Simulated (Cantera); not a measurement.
Charge: 1 mol Si, 1.2 mol N2O, 470 mol H2, at 72.0 Pa.

Cantera equilibrium calculation (NASA polynomials, part measured and part estimated; ideal gas, pure solids and liquids). Candidate condensed phases: H2O, Si, SiO2, Si2N2O, Si3N4; 35 gas species. Mutual solubility and eutectic melting of coexisting phases are not modelled. The tables hold silica as quartz up to 1696 K and as liquid above; real silica turns to tridymite and cristobalite and melts near 1996 K. Equilibrium is a limit: real reactors are often held back by kinetics, nucleation or transport.

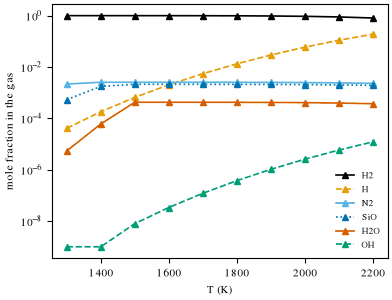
*Equilibrium gas composition (values under 1e-9 drawn at 1e-9)*

At 1300 K the condensed part is SiO2(β-quartz) + Si2N2O(s). At 1400 K the condensed part is SiO2(β-quartz). From 1500 K to 2200 K nothing is condensed. The main Si-bearing gas is SiO throughout.
